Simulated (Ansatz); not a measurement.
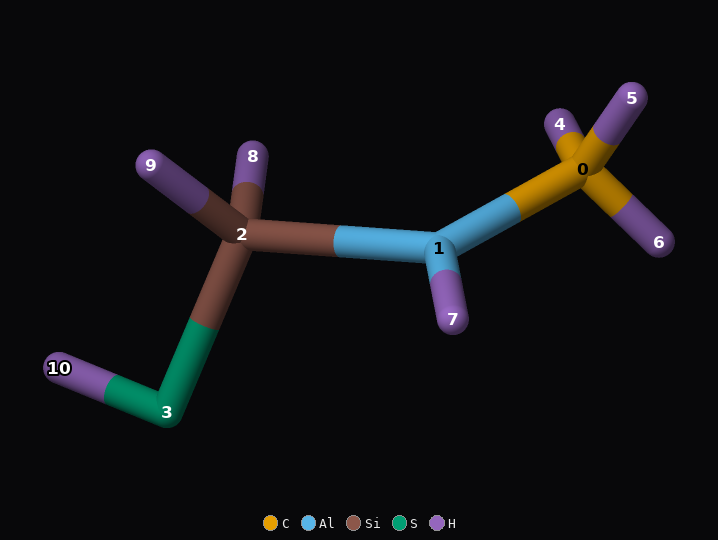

The picture shows the input geometry. Atoms are numbered from 0, in the order of the input.

The calculation was set up as follows.

```yaml
crystal:
  periodic: [false, false, false]
  atoms:
    - {symbol: C, position_ang: [-0.803900, 2.075800, -0.082700]}
    - {symbol: Al, position_ang: [-0.022800, 0.515800, -0.932600]}
    - {symbol: Si, position_ang: [0.741200, -1.233500, 0.417400]}
    - {symbol: S, position_ang: [-0.196400, -3.033900, -0.062300]}
    - {symbol: H, position_ang: [-0.847600, 1.995600, 0.990900]}
    - {symbol: H, position_ang: [-0.274100, 3.041400, -0.373300]}
    - {symbol: H, position_ang: [-1.870100, 2.225900, -0.449600]}
    - {symbol: H, position_ang: [0.145200, 0.435800, -2.526900]}
    - {symbol: H, position_ang: [0.542100, -0.882200, 1.885400]}
    - {symbol: H, position_ang: [2.216700, -1.420900, 0.227000]}
    - {symbol: H, position_ang: [0.435100, -3.777000, 0.927300]}
basis:
  gaussian: {orbitals: def2-SVP}
hamiltonian: {xc: pbe, dispersion: d4}
relax: {f_tol: 0.03, max_steps: 200}
```

Command:

```sh
ansatz run in.yaml --threads 4 --pin off --events-out ev --progress --plain --max-ram 10444MiB
```

What the program printed (its end):

```
mean field -26438.36023626 eV, -971.5918181182 hartree, gradient 1.4e-5 eV, S^2 0.000000; 1 other end points of the search recorded, 0 dependent functions left out
the calculation of the forces begins
reference -26438.36027869 eV, -971.5918196777 hartree; 28, 28 occupied and 75, 75 virtual orbitals, 1158 factors
Total energy: -26438.59057482 eV, -971.6002829042 hartree
Atom 0 at    -0.833088     2.173222    -0.126844 Å, force     0.004846    -0.015690    -0.015176 eV/Å
Atom 1 at    -0.079402     0.523613    -0.889623 Å, force    -0.002755     0.011602     0.005045 eV/Å
Atom 2 at     0.914096    -1.246667     0.515172 Å, force    -0.011579    -0.005141    -0.000099 eV/Å
Atom 3 at    -0.037914    -3.053401    -0.266741 Å, force     0.012055     0.007845     0.018132 eV/Å
Atom 4 at    -0.820384     2.202903     0.980803 Å, force    -0.003246     0.002472     0.002847 eV/Å
Atom 5 at    -0.274382     3.060747    -0.498116 Å, force     0.001832    -0.001635    -0.001995 eV/Å
Atom 6 at    -1.883185     2.308548    -0.466802 Å, force     0.003221     0.004765     0.008673 eV/Å
Atom 7 at    -0.145893     0.275968    -2.475013 Å, force     0.001993    -0.004661     0.006075 eV/Å
Atom 8 at     0.559088    -1.101456     1.977970 Å, force     0.002410    -0.002531    -0.011013 eV/Å
Atom 9 at     2.423740    -1.350194     0.465265 Å, force    -0.011186    -0.000119     0.000162 eV/Å
Atom 10 at     0.242725    -3.850484     0.804529 Å, force     0.002409     0.003093    -0.012650 eV/Å
Dipole moment:     0.010184     0.282380     0.212673 e Å
```
